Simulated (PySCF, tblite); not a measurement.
# C5H9FO: a rotation path, then NMR shifts on frames, part 2 of 2

tblite 0.8.0 and PySCF 2.14.0. Atoms count from 0. The steps go on from the part before.

## (5) Nuclear shieldings: image 4, PBE0/pcSseg-1

Job settings and geometry (Å):

```
{"job": {"kind": "nmr", "xc": "PBE0", "basis": "pcSseg-1", "pop": false}, "charge": 0, "multiplicity": 1}
C      2.422500    -0.035700     0.791300
O      1.169400    -0.628400     0.514100
C      0.109400     0.218300     0.203500
F      0.528500     1.530000     0.196400
C     -1.168500     0.029200     1.045600
C     -1.963300    -0.247000    -0.242900
C     -0.674300    -0.136700    -1.074500
H      3.079300    -0.862100     1.053600
H      2.360000     0.667200     1.626600
H      2.815500     0.485400    -0.086400
H     -1.457100     0.921000     1.596800
H     -1.092800    -0.815400     1.724100
H     -2.438000    -1.224700    -0.278900
H     -2.699300     0.518100    -0.477100
H     -0.337100    -1.068100    -1.519100
H     -0.661800     0.657900    -1.817100
```

With the program's defaults for keys left out, this is: GIAO PBE0/pcSseg-1 NMR shielding, non-relativistic, gas phase.

Log:

```text
coarse grid: 13184 points
cycle   1  E = -370.3709251940  dE =  9.097e-01  |g| = 7.232e-01  |ddm| = 3.466e+00
cycle   2  E = -370.3094407938  dE =  6.148e-02  |g| = 9.648e-01  |ddm| = 1.092e+00
cycle   3  E = -370.4651975218  dE = -1.558e-01  |g| = 7.311e-02  |ddm| = 6.398e-01
cycle   4  E = -370.4660296610  dE = -8.321e-04  |g| = 3.641e-02  |ddm| = 7.352e-02
cycle   5  E = -370.4663176804  dE = -2.880e-04  |g| = 5.098e-03  |ddm| = 2.996e-02
cycle   6  E = -370.4663217272  dE = -4.047e-06  |g| = 2.514e-03  |ddm| = 5.457e-03
final grid: 127200 points
cycle   7  E = -370.5274362700  dE = -3.774e-05  |g| = 1.242e-02  |ddm| = 3.080e-02
cycle   8  E = -370.5274057950  dE =  3.048e-05  |g| = 1.808e-02  |ddm| = 1.938e-02
cycle   9  E = -370.5274655477  dE = -5.975e-05  |g| = 1.107e-03  |ddm| = 1.188e-02
cycle  10  E = -370.5274658092  dE = -2.615e-07  |g| = 2.398e-04  |ddm| = 1.085e-03
cycle  11  E = -370.5274658193  dE = -1.003e-08  |g| = 9.868e-05  |ddm| = 2.228e-04
cycle  12  E = -370.5274658206  dE = -1.364e-09  |g| = 2.629e-05  |ddm| = 6.657e-05
cycle  13  E = -370.5274658207  dE = -1.103e-10  |g| = 4.368e-06  |ddm| = 2.080e-05
converged SCF energy = -370.5274658207

GIAO shielding tensors (ppm)
atom      isotropic    diamagn.    paramagn.     s11        s22        s33       span
  0 C      134.252     242.840    -108.589    108.575    114.389    179.791     71.217
  1 O      264.325     398.406    -134.081    201.631    246.419    344.925    143.294
  2 C       67.799     242.352    -174.552     44.377     56.017    103.003     58.626
  3 F      308.987     477.371    -168.384    263.576    318.125    345.260     81.684
  4 C      146.160     251.685    -105.525    125.573    134.339    178.569     52.996
  5 C      178.080     250.850     -72.770    166.711    183.704    183.825     17.114
  6 C      146.205     250.382    -104.177    125.619    134.526    178.470     52.851
  7 H       28.172      28.142       0.030     24.263     26.008     34.245      9.982
  8 H       28.098      29.026      -0.928     24.026     25.882     34.385     10.359
  9 H       28.132      29.273      -1.140     23.980     25.848     34.569     10.588
 10 H       29.010      30.622      -1.612     25.721     27.689     33.620      7.899
 11 H       29.269      30.960      -1.691     25.914     28.442     33.451      7.537
 12 H       30.084      29.533       0.551     26.413     27.271     36.567     10.154
 13 H       30.048      29.549       0.499     26.529     27.226     36.389      9.860
 14 H       29.256      31.097      -1.841     25.893     28.431     33.444      7.551
 15 H       29.009      30.810      -1.800     25.720     27.690     33.618      7.898
```

It took 14 s on 1 thread of Intel Xeon 6975P-C, shared host; peak memory 0.75 GiB.

This run: δ C2 119.1, C0 52.7, C4 40.8, C6 40.7, H8 3.62, H9 3.58 ppm.

## (6) NMR shieldings: image 6, PBE0/pcSseg-1

Job settings and geometry (Å):

```
{"job": {"kind": "nmr", "xc": "PBE0", "basis": "pcSseg-1", "pop": false}, "charge": 0, "multiplicity": 1}
C      2.340400    -0.051200     0.912600
O      1.276600    -0.583800     0.142000
C      0.165500     0.223200     0.006000
F      0.565000     1.546500    -0.101200
C     -1.002200     0.078200     1.008500
C     -1.944300    -0.246100    -0.166200
C     -0.761600    -0.181400    -1.146500
H      3.050000    -0.864000     1.048100
H      1.996800     0.313300     1.884400
H      2.821000     0.767300     0.369800
H     -1.228300     0.994800     1.548500
H     -0.860000    -0.738400     1.710800
H     -2.424100    -1.220200    -0.107100
H     -2.699000     0.515400    -0.347800
H     -0.474300    -1.129300    -1.590500
H     -0.829000     0.584600    -1.915200
```

Level: GIAO PBE0/pcSseg-1 NMR shielding, non-relativistic, gas phase.

Log:

```text
coarse grid: 13184 points
cycle   1  E = -370.3764430351  dE =  9.087e-01  |g| = 7.199e-01  |ddm| = 3.463e+00
cycle   2  E = -370.3152056738  dE =  6.124e-02  |g| = 9.646e-01  |ddm| = 1.071e+00
cycle   3  E = -370.4697283073  dE = -1.545e-01  |g| = 7.299e-02  |ddm| = 6.211e-01
cycle   4  E = -370.4705696075  dE = -8.413e-04  |g| = 3.610e-02  |ddm| = 7.396e-02
cycle   5  E = -370.4708555350  dE = -2.859e-04  |g| = 5.133e-03  |ddm| = 2.960e-02
cycle   6  E = -370.4708596950  dE = -4.160e-06  |g| = 2.510e-03  |ddm| = 5.482e-03
final grid: 127200 points
cycle   7  E = -370.5318977119  dE = -3.614e-05  |g| = 1.278e-02  |ddm| = 3.160e-02
cycle   8  E = -370.5318642320  dE =  3.348e-05  |g| = 1.879e-02  |ddm| = 1.955e-02
cycle   9  E = -370.5319282219  dE = -6.399e-05  |g| = 1.099e-03  |ddm| = 1.211e-02
cycle  10  E = -370.5319284778  dE = -2.559e-07  |g| = 2.645e-04  |ddm| = 1.070e-03
cycle  11  E = -370.5319284901  dE = -1.235e-08  |g| = 1.020e-04  |ddm| = 2.413e-04
cycle  12  E = -370.5319284916  dE = -1.447e-09  |g| = 2.690e-05  |ddm| = 6.780e-05
cycle  13  E = -370.5319284917  dE = -1.206e-10  |g| = 4.471e-06  |ddm| = 2.130e-05
converged SCF energy = -370.5319284917

GIAO shielding tensors (ppm)
atom      isotropic    diamagn.    paramagn.     s11        s22        s33       span
  0 C      134.646     243.532    -108.886    109.642    113.129    181.167     71.524
  1 O      254.763     398.025    -143.263    203.767    241.015    319.506    115.739
  2 C       68.310     243.180    -174.871     47.812     52.941    104.176     56.364
  3 F      302.390     477.984    -175.594    261.639    289.785    355.747     94.108
  4 C      149.158     251.637    -102.479    133.823    135.022    178.629     44.807
  5 C      177.599     250.793     -73.194    166.245    182.781    183.772     17.527
  6 C      147.801     249.552    -101.751    127.544    137.555    178.304     50.760
  7 H       28.237      28.284      -0.047     24.279     26.056     34.375     10.097
  8 H       28.394      29.349      -0.955     24.586     26.259     34.337      9.751
  9 H       27.938      29.136      -1.198     23.423     26.224     34.167     10.745
 10 H       29.021      30.778      -1.757     25.535     27.792     33.737      8.201
 11 H       29.311      31.163      -1.852     25.653     28.624     33.657      8.004
 12 H       30.049      29.563       0.486     26.411     27.188     36.548     10.137
 13 H       29.966      29.559       0.406     26.468     27.109     36.321      9.853
 14 H       29.202      30.741      -1.539     25.867     28.213     33.527      7.660
 15 H       29.074      30.374      -1.300     25.859     27.511     33.852      7.992
```

Run time: 14 s. Hardware: 1 thread of Intel Xeon 6975P-C, shared host; peak memory 0.88 GiB.

In short: δ C2 118.6, C0 52.3, C6 39.1, C4 37.8, H9 3.78, H7 3.48 ppm.

## (7) Shielding tensors: image 8, PBE0/pcSseg-1

Job settings and geometry (Å):

```
{"job": {"kind": "nmr", "xc": "PBE0", "basis": "pcSseg-1", "pop": false}, "charge": 0, "multiplicity": 1}
C      2.223800    -0.125600     0.996800
O      1.341500    -0.469000    -0.059200
C      0.207300     0.296300    -0.147100
F      0.574300     1.624500    -0.364600
C     -0.862100     0.192200     0.958800
C     -1.883800    -0.265000    -0.097600
C     -0.800500    -0.204100    -1.188700
H      3.052900    -0.825900     0.930000
H      1.734200    -0.222500     1.970600
H      2.591700     0.896700     0.878500
H     -1.080100     1.141800     1.440800
H     -0.626200    -0.556700     1.711000
H     -2.291700    -1.257400     0.074900
H     -2.701000     0.435000    -0.251000
H     -0.508000    -1.161700    -1.609800
H     -0.979900     0.510300    -1.987300
```

Level: GIAO PBE0/pcSseg-1 NMR shielding, non-relativistic, gas phase.

Log:

```text
coarse grid: 13184 points
cycle   1  E = -370.3785801409  dE =  9.111e-01  |g| = 7.191e-01  |ddm| = 3.461e+00
cycle   2  E = -370.3163686987  dE =  6.221e-02  |g| = 9.700e-01  |ddm| = 1.082e+00
cycle   3  E = -370.4716674490  dE = -1.553e-01  |g| = 7.319e-02  |ddm| = 6.225e-01
cycle   4  E = -370.4725257137  dE = -8.583e-04  |g| = 3.593e-02  |ddm| = 7.479e-02
cycle   5  E = -370.4728122041  dE = -2.865e-04  |g| = 4.996e-03  |ddm| = 2.928e-02
cycle   6  E = -370.4728163111  dE = -4.107e-06  |g| = 2.333e-03  |ddm| = 5.327e-03
final grid: 127200 points
cycle   7  E = -370.5350178147  dE = -4.285e-05  |g| = 1.297e-02  |ddm| = 3.204e-02
cycle   8  E = -370.5349832315  dE =  3.458e-05  |g| = 1.907e-02  |ddm| = 1.997e-02
cycle   9  E = -370.5350497412  dE = -6.651e-05  |g| = 1.130e-03  |ddm| = 1.215e-02
cycle  10  E = -370.5350500052  dE = -2.640e-07  |g| = 3.134e-04  |ddm| = 1.112e-03
cycle  11  E = -370.5350500231  dE = -1.795e-08  |g| = 1.069e-04  |ddm| = 2.825e-04
cycle  12  E = -370.5350500247  dE = -1.574e-09  |g| = 3.213e-05  |ddm| = 7.531e-05
cycle  13  E = -370.5350500248  dE = -1.631e-10  |g| = 4.673e-06  |ddm| = 2.440e-05
converged SCF energy = -370.5350500248

GIAO shielding tensors (ppm)
atom      isotropic    diamagn.    paramagn.     s11        s22        s33       span
  0 C      136.094     244.458    -108.364    111.554    112.491    184.237     72.682
  1 O      246.806     397.918    -151.113    179.449    258.530    302.438    122.989
  2 C       68.434     243.527    -175.093     48.691     51.911    104.700     56.009
  3 F      297.192     477.829    -180.637    222.667    292.113    376.795    154.128
  4 C      153.271     252.020     -98.750    134.152    147.672    177.988     43.836
  5 C      177.483     250.340     -72.857    166.098    182.332    184.019     17.920
  6 C      149.082     249.504    -100.422    131.477    137.210    178.559     47.082
  7 H       28.220      28.333      -0.112     24.121     26.057     34.483     10.362
  8 H       28.381      29.771      -1.390     24.247     27.103     33.793      9.546
  9 H       28.051      29.065      -1.014     23.419     26.626     34.107     10.688
 10 H       29.295      30.930      -1.635     25.899     27.848     34.138      8.239
 11 H       29.211      31.632      -2.421     25.178     29.033     33.421      8.243
 12 H       30.064      29.723       0.340     26.449     27.158     36.583     10.134
 13 H       29.906      29.517       0.389     26.455     26.933     36.331      9.877
 14 H       29.209      30.545      -1.336     25.939     27.954     33.735      7.796
 15 H       29.064      30.043      -0.979     25.840     27.351     34.002      8.162
```

Run time: 14 s. Hardware: 1 thread of Intel Xeon 6975P-C, shared host; peak memory 0.81 GiB.

In short: δ C2 118.5, C0 50.8, C6 37.8, C4 33.7, H9 3.67, H7 3.50 ppm.

## (8) Comparing the runs: NMR shifts

Shifts (ppm) of some atoms, chosen among heavy atoms and hydrogens apart, with basis size and wall time:

| frame | C0 | C4 | C6 | H8 | H9 | O1 | F3 | functions | time |
| --- | --- | --- | --- | --- | --- | --- | --- | --- | --- |
| image 0 | 50.8 | 37.8 | 33.7 | 3.67 | 3.33 | 89.0 | -125.9 | 164 | 15 s |
| image 2 | 52.0 | 39.5 | 37.9 | 3.79 | 3.32 | 80.5 | -133.4 | 164 | 14 s |
| image 4 | 52.7 | 40.8 | 40.7 | 3.62 | 3.58 | 71.8 | -138.0 | 164 | 14 s |
| image 6 | 52.3 | 37.8 | 39.1 | 3.32 | 3.78 | 81.3 | -131.4 | 164 | 14 s |
| image 8 | 50.8 | 33.7 | 37.8 | 3.34 | 3.67 | 89.3 | -126.2 | 164 | 14 s |

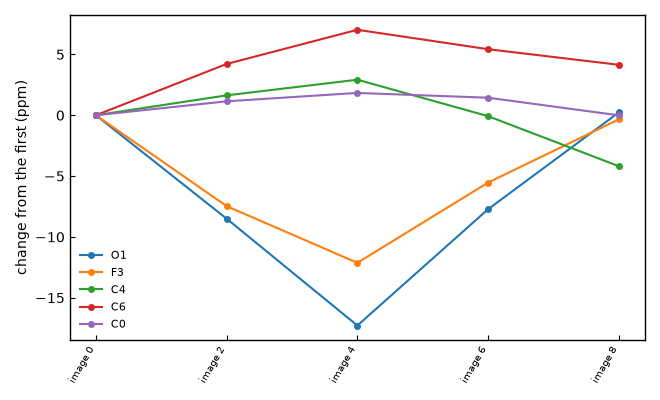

How five of the tabulated atoms move from run to run.

## (9) What came out

This closing draws on all 2 parts.

| quantity | value |
| --- | --- |
| barrier | 0.143 eV (3.3 kcal/mol) at image 4 |
| end to end (GFN2-xTB) | 0.000 eV |
| 13C shifts against TMS (PBE0/pcSseg-1, image 0) | 118.4, 50.8, 37.8, 33.7, 9.4 ppm |
| 1H shifts against TMS (PBE0/pcSseg-1, image 0) | 3.67, 3.49, 3.33, 2.65, 2.51, 2.50, 2.43, 1.80, 1.65 ppm |
| 17O shifts against H2O (PBE0/pcSseg-1, image 0) | 89.0 ppm |
| 19F shifts against CFCl3 (PBE0/pcSseg-1, image 0) | -125.9 ppm |
| range of the shift of O1 | 71.8 to 89.3 ppm |

In words: Along the band the dihedral turns by 118°, and the top (dihedral 130°) lies 3.3 kcal/mol above the start (GFN2-xTB, rough), so at room temperature this motion is fast. The top was not checked by a frequency run. Shifts at one fixed geometry are not the observed spectrum, which averages over the motion. In the first frame run (image 0): The widest tensor belongs to F3: span 153 ppm, with a paramagnetic part of -181 ppm. In ppm, O1 moves most: its shift spreads over 17.5 ppm, from 71.8 (image 4) to 89.3 (image 8).
